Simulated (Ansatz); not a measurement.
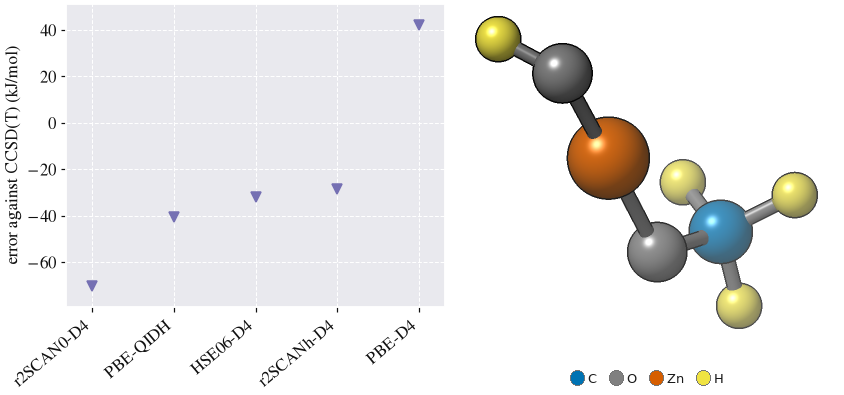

Error in the electronic atomisation energy (method less reference, so positive means overbinding) of CH₄O₂Zn, SMILES C[O][Zn][OH], singlet: functionals in def2-TZVPP against frozen-core CCSD(T) at the limit (MP2 extrapolated from triple and quadruple zeta, plus CCSD(T) less MP2 in a smaller set), which gives 2683.3 kJ/mol, at a PBE0-D4/def2-TZVP geometry (a minimum by its frequencies), no zero-point or spin-orbit term, the Ansatz code. The reference leaves out core correlation, a term that grows with the number of heavy atoms. Choice of cores on heavy atoms: Zn/Cu 3s3p. PBE-QIDH holds a correlation term that converges slowly with the basis, so part of the distance to the limit is basis error. No dispersion term is added to PBE-QIDH.

### What range do the values span?

From −70.4 kJ/mol (r2SCAN0-D4) to 42.3 kJ/mol (PBE-D4).

### Give the values.

```csv
level,kJ/mol
r2SCAN0-D4,−70.4
PBE-QIDH,−40.4
HSE06-D4,−32.2
r2SCANh-D4,−28.3
PBE-D4,42.3
```

Caveats, for all or some of the runs: no scalar relativity up to krypton; one conformer of a flexible molecule.
